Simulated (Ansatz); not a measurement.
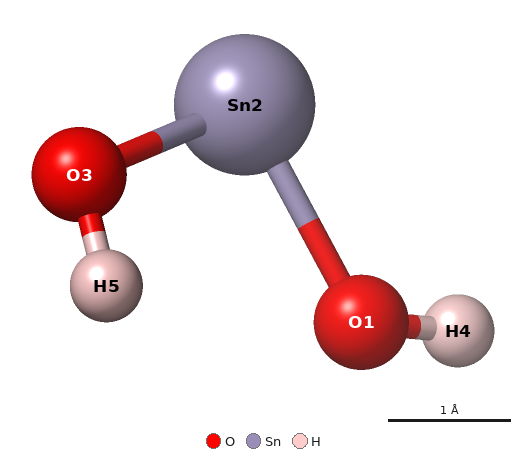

Atoms carry their numbers in the input. The geometry was computed by an optimisation with PBE-D4/def2-SVP. No frequency run is at hand to confirm it as a minimum.

Estimate the angles Sn2–O1–H4, O1–Sn2–O3, Sn2–O3–H5.

| angle | degrees |
| --- | --- |
| Sn2–O1–H4 | 113.5 |
| O1–Sn2–O3 | 90.7 |
| Sn2–O3–H5 | 107.6 |
